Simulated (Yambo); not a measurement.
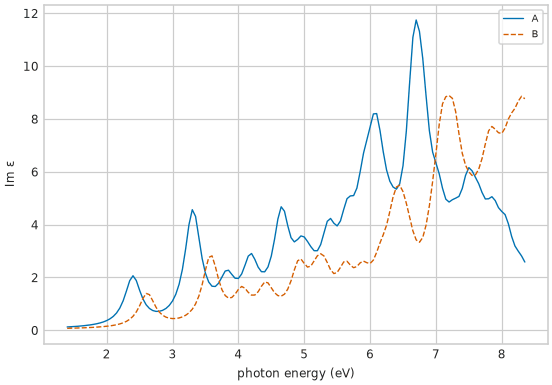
Fig. 1. Two computed absorption spectra of GaN (zinc blende, space group F-43m, No. 216) under isotropic strain of +0.5 % on all lattice vectors (Yambo, PBE bands with the same scissor, field along x)

Which curve includes the electron-hole attraction (BSE)?

Curve A: the attraction moves weight to lower energy (centre of the plotted range 5.9 eV against 6.5 eV). Settings: 10×10×10 mesh, 3 valence and 1 conduction bands, static screening with 21 bands and a 4 Ry block, scissor 0.93 eV, Tamm-Dancoff. The scissor comes from a G0W0 run whose convergence isn't established. Broadening 0.15 eV. The band window holds all transitions up to 9.5 eV. On this mesh the peak heights and the fine structure are mesh artefacts; only the shift of weight is robust.

Spin-orbit coupling is not included.

Geometry strained from the cell relaxed with PBEsol, atoms relaxed again; primitive cell a = 3.1976 Å, b = 3.1976 Å, c = 3.1976 Å, α = 60.00°, β = 60.00°, γ = 60.00°.

This is not the ordinary phase of the substance; no match was found in the copy of COD used, and its stability was not checked.

The potentials are those of PseudoDojo's stringent table.
